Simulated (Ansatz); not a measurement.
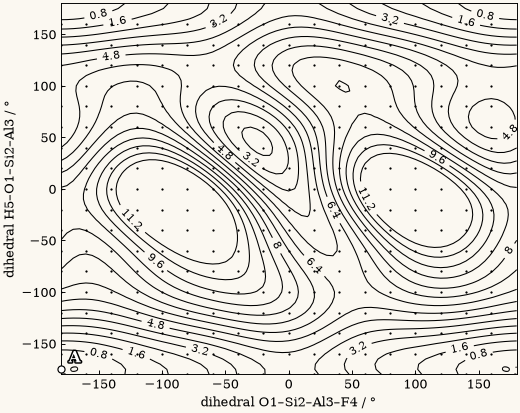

AlFH4OSi, SMILES O[SiH2][AlH][F]. The first coordinate is: dihedral O1–Si2–Al3–F4; the second: dihedral H5–O1–Si2–Al3. Nothing is relaxed (all other coordinates rigid). Grid: 18 × 18 points. Energies are in kJ/mol, from the lowest grid point. Theory: RHF/def2-SVP in Ansatz.

In the figure: contour lines labelled in kJ/mol (none above 11.2), dots at the grid points, the point A. Between grid points the surface is interpolated.

What is the easiest way out of the well at A, and how high is the barrier?

The easiest path leads from the well at about dihedral O1–Si2–Al3–F4 = −180°, dihedral H5–O1–Si2–Al3 = −175° to its copy one period on. Its highest point lies about 4.3 kJ/mol above the bottom of the first well on the interpolated surface, at about dihedral O1–Si2–Al3–F4 = 0°, dihedral H5–O1–Si2–Al3 = −175°. This is the barrier on the constrained surface; relaxing the other coordinates would change it.

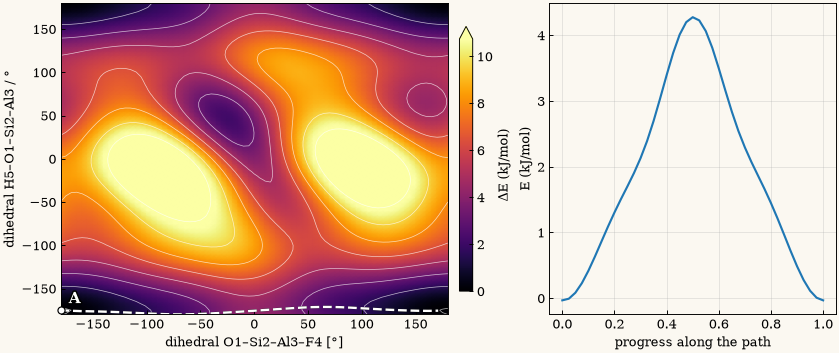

In the figure: a smooth colour map with a few white contour lines, a line along the lowest path, one colour for all values above the top of the scale, the energy along the path at the right. Between grid points the surface is interpolated.
